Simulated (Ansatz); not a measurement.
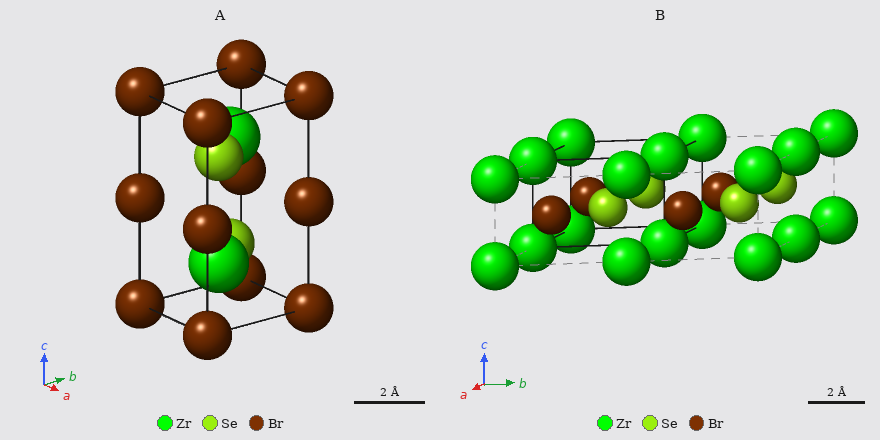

Two structures of ZrSeBr, each relaxed to rest (conventional cells in solid outline, small ones repeated, not to one scale). Method: DFT PBE, scalar-relativistic, plane waves, PAW (Ansatz 0.2.0), without spin polarisation.

Identify the two structures.

Answer. A: ZrBeSi type, P6_3/mmc. B: 3 atoms a cell on a primitive hexagonal lattice, P-6m2.

Compare their energies: which is lower?

Answer. A is lower, by 626 meV/atom at this level of theory (energies at zero smearing). Volumes: A 21.6, B 22.1 Å³/atom.

One or both may be structure types tried for this composition rather than known phases.
